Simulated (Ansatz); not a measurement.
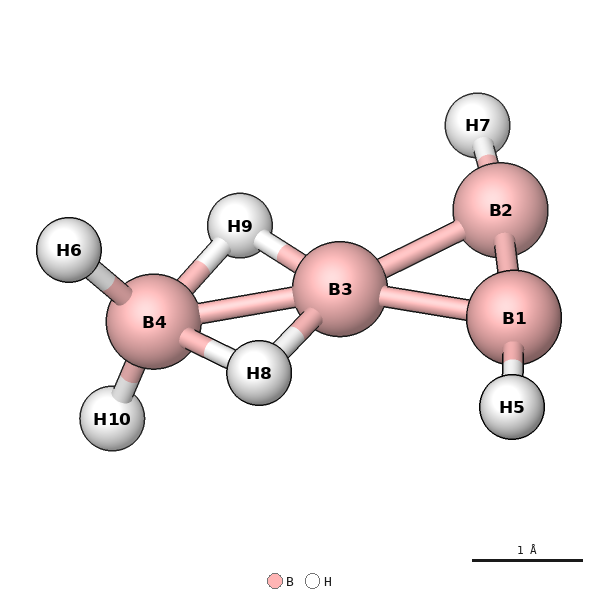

The view is orthographic, and the bar gives the scale. The geometry was computed by an optimisation with PBE-D4/def2-SVP. No frequency run is at hand to confirm it as a minimum.

Reconstruct the coordinates (Å) as seen: x to the right, y up, z towards the viewer, origin at the mean of the atomic positions.

```xyz
10
B4H6
B    1.78  -0.22   0.61
B    1.66   0.76  -0.51
B    0.20   0.04   0.01
B   -1.49  -0.25  -0.06
H    1.77  -1.03   1.50
H   -2.26   0.40   0.61
H    1.45   1.53  -1.41
H   -0.53  -0.72   0.78
H   -0.71   0.62  -0.73
H   -1.87  -1.13  -0.80
```
